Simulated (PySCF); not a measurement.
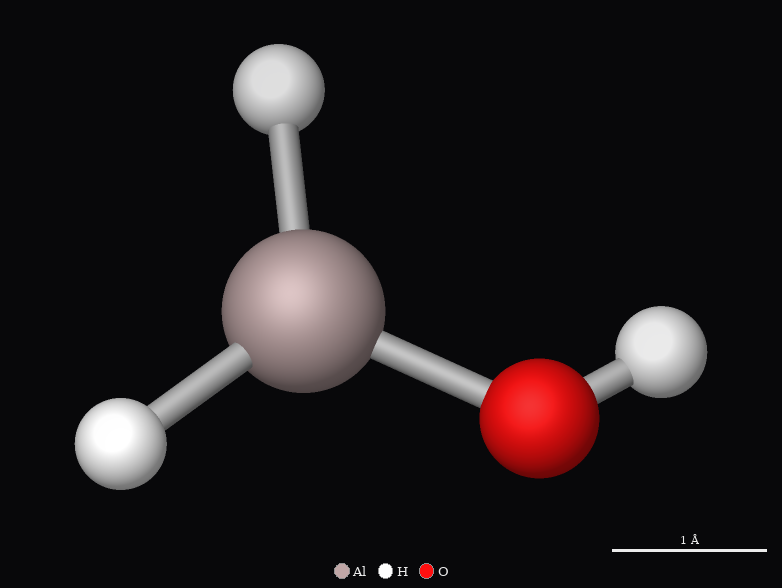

Source: calculation with PySCF.

The picture shows a molecular structure as a ball-and-stick model.

Give the formula.

AlH₃O, 5 atoms: 1 aluminium, 3 hydrogen and 1 oxygen.

How many atoms are distinct by symmetry?

5: 1 Al, 1 H, 1 O, 1 H, 1 H.

Give the symmetry (Schoenflies symbol).

Cs.

How many bonds of each kind are drawn?

2 Al–H, 1 Al–O, 1 O–H. Sticks follow a distance rule.
